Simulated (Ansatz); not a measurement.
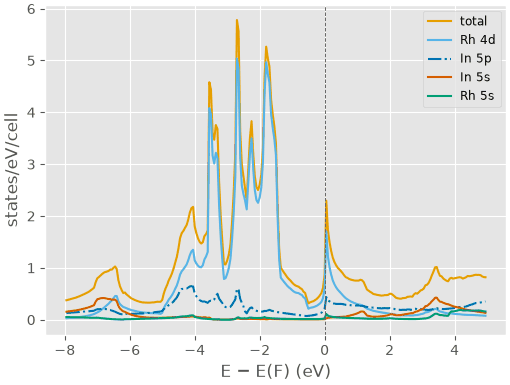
*Total and projected density of states of InRh (CsCl type, Pm-3m), DFT-r²SCAN in the program Ansatz with PAW potentials*

**Question.** Which orbitals carry the states next to the Fermi level?

**Answer.** Within 0.5 eV of the Fermi level: Rh 4d 66 %, In 5p 25 %. Projections are on Löwdin-orthogonalised atomic valence shells; empty p or d shells of many metals are not among them.

**Question.** Where is the tallest occupied peak in this window, and what makes it?

**Answer.** Near -2.7 eV, about 5.8 states/eV per cell; the largest projected share is Rh 4d.

The first step of the workflow began from a Materials Project structure, measured or hypothetical; the Crystallography Open Database files this formula in space group No. 221, but the cells were not matched. Whether it is the stable phase at ambient conditions was not checked. The r²SCAN relaxation kept the symmetry of its start; whether a distortion lowers the energy is not shown. The run is not spin-polarised. Scalar-relativistic: spin–orbit coupling is off unless named, which matters more the heavier the elements.

Potentials: the later of the program's two PAW sets.
